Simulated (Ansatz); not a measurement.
Structure of AsAu:

```cif
data_structure
_symmetry_space_group_name_H-M 'F-43m'
_symmetry_Int_Tables_number 216
_cell_length_a 5.1576
_cell_length_b 5.1576
_cell_length_c 5.1576
_cell_angle_alpha 90.000
_cell_angle_beta 90.000
_cell_angle_gamma 90.000
_cell_volume 137.20
loop_
_atom_site_label
_atom_site_type_symbol
_atom_site_symmetry_multiplicity
_atom_site_Wyckoff_symbol
_atom_site_fract_x
_atom_site_fract_y
_atom_site_fract_z
_atom_site_occupancy
Au1 Au 4 a 0.00000 0.00000 0.00000 1
As1 As 4 d 0.25000 0.25000 0.75000 1
```

It is based on the input geometry of an electronic-structure calculation (not necessarily at equilibrium); the starting structure was generated, so it need not be a known form of this composition.

Question: Which powder rings are expected with 300 kV electrons? List the innermost 5, leaving out those under 3 % of the strongest.

Answer:
| ring | radius | d (Å) | hkl |
| --- | --- | --- | --- |
| 1 | 3.36 nm⁻¹ | 2.98 | 111 |
| 2 | 3.88 nm⁻¹ | 2.58 | 200 |
| 3 | 5.48 nm⁻¹ | 1.824 | 220 |
| 4 | 6.43 nm⁻¹ | 1.555 | 311 |
| 5 | 7.76 nm⁻¹ | 1.289 | 400 |

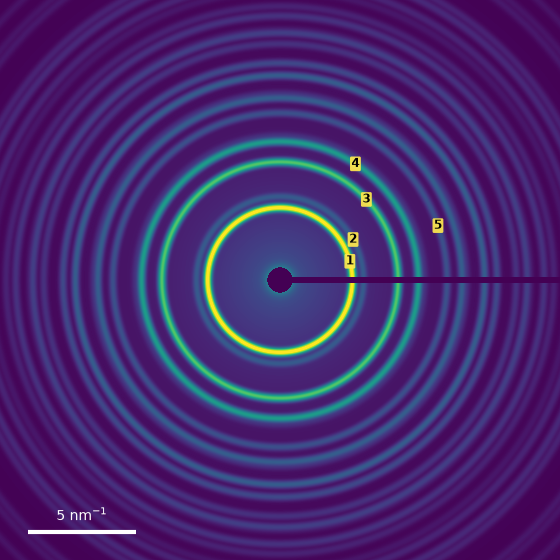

Simulated electron diffraction rings at 300 kV (λ = 0.0197 Å), scale in nm⁻¹ (radius = 1/d), for a fine-grained powder without texture. Kinematic intensities with B = 1.0 Å² for all atoms, without multiple scattering; brightness goes as intensity to the power 0.5, clipped at the top. Reflections closer than the ring width show as one ring. The numbers mark the rings of the table.
